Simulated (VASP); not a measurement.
Here is the system:

```xyz
4
Lattice="2.1809 -3.7545 0.0000 2.1809 3.7545 0.0000 0.0000 0.0000 4.4867" Properties=species:S:1:pos:R:3 pbc="T T T"
Ga     2.1809     2.5858     4.1081
Ga     2.1809     1.1687     1.8647
Ga     2.1809    -1.1687     2.6219
Ga     2.1809    -2.5858     0.3786
```

Calculation: LDA (Ceperley-Alder, Perdew-Zunger), VASP's LDA PAW potentials (set 64) (plane waves; VASP). Settings: 520 eV cut-off, 9×9×8 Γ-centred mesh, tetrahedra with Blöchl corrections, potentials Ga_d.

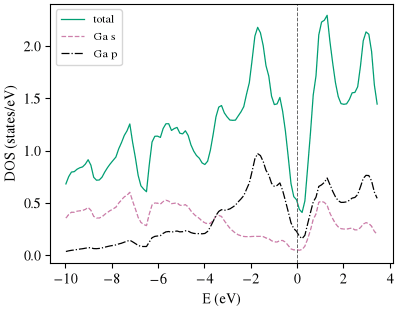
Total and projected density of states, zero at the Fermi level

Within 2 eV below the Fermi level the largest weight inside VASP's projection spheres is Ga p, then Ga s.

It has no gap at this level: it comes out as a metal or semimetal.

The compound is Ga in the alpha structure. It was relaxed first, which changed the volume by -6 %.
